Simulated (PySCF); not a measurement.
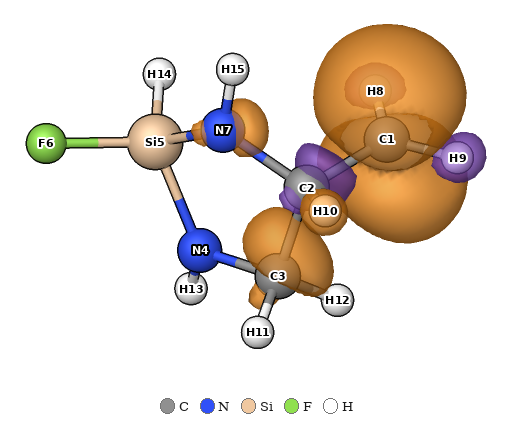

*C3H8FN2Si (doublet). Isosurfaces of the spin density (α minus β) at +0.015 (orange) and −0.015 e/Å³ (purple), seen at a tilt.*

Geometry: GFN2-xTB.

All numbers below come from UKS B3LYP, pcH-1 on C F H N Si, non-relativistic, mean-field spin-orbit, GIAO in PySCF 2.14.0, density-fitted response routines.

```xyz
15

C     1.7851   -0.3578   -0.5859
C     0.8497   -0.1877    0.5352
C    -0.3576   -1.1796    0.4218
N    -1.4648   -0.4600   -0.1496
Si   -1.2025    1.2180   -0.3138
F    -2.2794    2.1127    0.4814
N     0.2505    1.1349    0.5832
H     1.5860    0.1307   -1.5197
H     2.6025   -1.0485   -0.5207
H     1.3682   -0.3842    1.4830
H    -0.6186   -1.5398    1.4237
H    -0.0737   -2.0399   -0.1937
H    -2.1480   -1.0173   -0.6272
H    -1.2299    1.7495   -1.6660
H     0.9279    1.8770    0.6265
```

> Which atoms carry the spin?

The unpaired spin (1 electron) lies mostly on C1 (about 0.7), in electrons by Hirshfeld's partition.
